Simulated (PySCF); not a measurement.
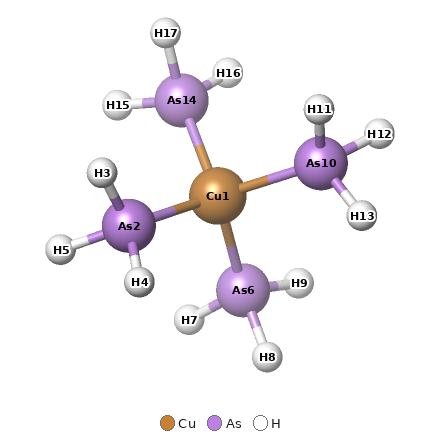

CuAs₄H₁₂⁺ ([Cu(AsH3)4]+), SMILES [AsH3]->[Cu+](<-[AsH3])(<-[AsH3])<-[AsH3], singlet. Vertical core-electron binding energies by ΔSCF (SCAN, pcX-2 on the ionised atom (unc-x2c-TZVPall on a metal), pcseg-1 elsewhere, spin-free X2C; PySCF, at a PBE0-D3(BJ)/def2-SVP geometry (no frequency check)), gas phase, against the vacuum level. One atom of each kind was ionised; within a panel, areas follow the number of like atoms and 2j + 1 (2p levels are split by first-order spin-orbit coupling, an approximation), Gaussians of 0.4 eV full width. Only the regions named are shown.

> Predict the Cu 2p photoelectron lines.

```csv
level,atoms,binding energy (eV)
Cu 2p1/2,Cu1,962.1
Cu 2p3/2,Cu1,941.4
```

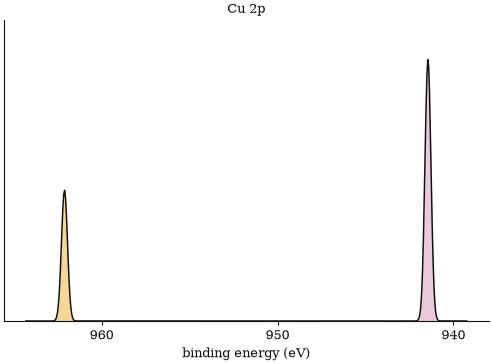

Note: metal 2p levels are good to about 1 eV.
